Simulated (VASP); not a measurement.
Input:

```
CELL_PARAMETERS angstrom
      4.03264     0.00000     0.00000
      0.00000     4.03264     0.00000
      0.00000     0.00000     4.03264
ATOMIC_POSITIONS crystal
  Sc 0.00000 0.00000 0.00000
  Al 0.00000 0.50000 0.50000
  Al 0.50000 0.00000 0.50000
  Al 0.50000 0.50000 0.00000
```

Level of theory: LDA (Ceperley-Alder, Perdew-Zunger), VASP's LDA PAW potentials (set 64) (plane waves; VASP). Run with 520 eV cut-off, 9×9×9 Γ-centred mesh, tetrahedra with Blöchl corrections, potentials Sc_sv Al.

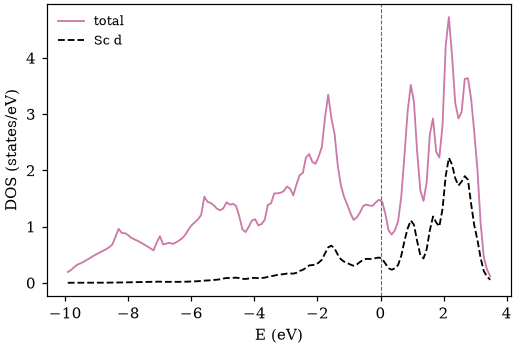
Figure. Total and projected density of states, zero at the Fermi level

Within 2 eV below the Fermi level the largest weight inside VASP's projection spheres is Sc d, then Al p.

It has no gap at this level: it comes out as a metal or semimetal.

The compound is Al3Sc in the L1_2 structure. It was relaxed first.
